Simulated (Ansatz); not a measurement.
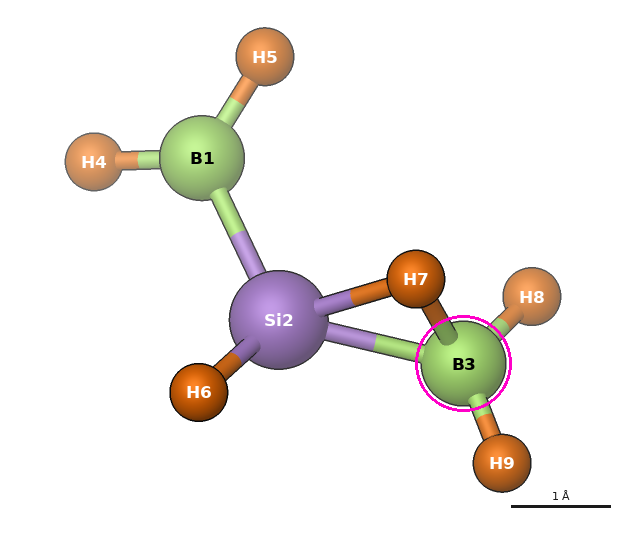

Orthographic view. Distant atoms are faded towards the background colour. Computed geometry: PBE-D4/def2-SVP optimisation. No frequency run is at hand to confirm it as a minimum.

Which atoms are bonded to the circled atom?

Answer. The circled atom is B3; it is bonded to Si2, H7, H8, H9.

Of B3 and H7, which is nearer the viewer?

Answer. H7; the bond to B3 points away from the viewer, so it looks shorter than its 1.40 Å.

Which two atoms are farthest apart in space?

Answer. H4 and H9, 5.43 Å.

What is the shortest path along bonds from the circled atom to H4?

Answer. B3–Si2–B1–H4, 3 bonds; through space the two are 4.43 Å apart.
